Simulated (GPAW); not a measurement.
Band structure of As (R-3m, 2 atoms in the cell).

```xyz
2
Lattice="1.8504 1.0683 3.6510 -1.8504 1.0683 3.6510 0.0000 -2.1366 3.6510" Properties=species:S:1:pos:R:3 pbc="T T T"
As     0.0000     0.0000     2.4582
As     0.0000     0.0000     8.4948
```

Level of theory: PBE, GPAW PAW datasets PBE (gpaw-data 1.0.1) (plane waves; GPAW).

Settings: mode = pw; ecut = 600 eV; xc = PBE; kpts = 9 9 9; mesh shift (steps) = 0 0 0; occupations.name = fermi-dirac; occupations.width = 0.1 eV; nbands = -8; symmetry.symmorphic = false; symmetry.tolerance = 0.0005; maxiter = 100; bandpath_npoints = 40.

The starting cell comes from a database of computed structures (which also holds hypothetical and non-ambient phases and stackings), without a prior relaxation at this level. Its lattice was rescaled by a random factor within 2.5 % of one.

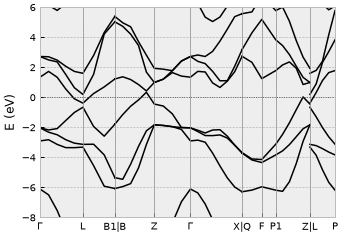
Bands along the path, energies from the Fermi level.

Levels in eV from the Fermi level, bands 2 to 9:
```json
[
 {"point": "Γ", "2": "-6.11", "3": "-2.90", "4": "-2.03", "5": "-2.03", "6": "1.34", "7": "2.72", "8": "2.72", "9": "7.13"},
 {"point": "L", "2": "-11.17", "3": "-3.31", "4": "-3.13", "5": "-0.66", "6": "-0.39", "7": "0.19", "8": "1.60", "9": "8.23"},
 {"point": "B1", "2": "-10.80", "3": "-6.07", "4": "-5.35", "5": "-1.79", "6": "1.22", "7": "5.03", "8": "5.39", "9": "6.53"},
 {"point": "Z", "2": "-9.98", "3": "-1.83", "4": "-1.83", "5": "-0.45", "6": "0.99", "7": "0.99", "8": "1.93", "9": "7.70"},
 {"point": "X", "2": "-11.07", "3": "-6.29", "4": "-3.72", "5": "-3.68", "6": "2.73", "7": "3.18", "8": "5.57", "9": "6.11"},
 {"point": "F", "2": "-10.03", "3": "-5.95", "4": "-4.34", "5": "-4.14", "6": "1.24", "7": "5.19", "8": "6.79", "9": "6.88"},
 {"point": "P1", "2": "-10.29", "3": "-6.18", "4": "-3.83", "5": "-3.12", "6": "1.78", "7": "3.83", "8": "5.77", "9": "6.08"},
 {"point": "P", "2": "-10.29", "3": "-6.18", "4": "-3.83", "5": "-3.12", "6": "1.78", "7": "3.83", "8": "5.77", "9": "6.08"}
]
```

Bands cross the Fermi level along this path, so the cell is metallic at this level.
